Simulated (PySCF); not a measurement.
Ga(Cl)3, SMILES [Cl][Ga]([Cl])[Cl] at its PBE0/def2-SVP optimised geometry (Å):

```
4

Ga    -0.5306     0.0001     0.0000
Cl    -1.5906    -1.8378    -0.0005
Cl    -1.5909     1.8378     0.0000
Cl     1.5909     0.0001     0.0000
```

Level of theory: PBE0/def2-TZVP (PySCF).

Map of the log10 of the electron density (e/bohr³), floored at −4 on the plane z = 0.6 Å:

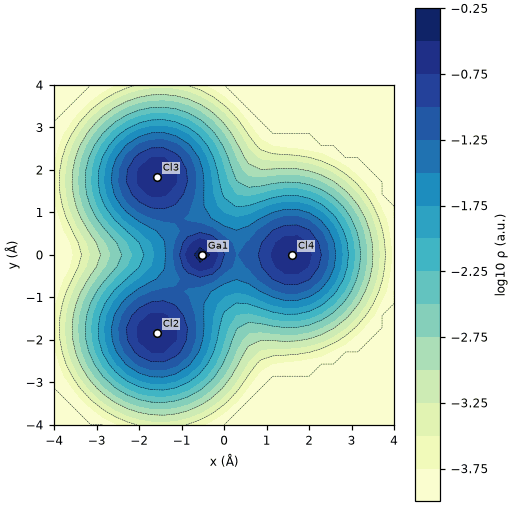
Fig. 1. Log10 of the electron density (e/bohr³), floored at −4 on the plane z = 0.6 Å.
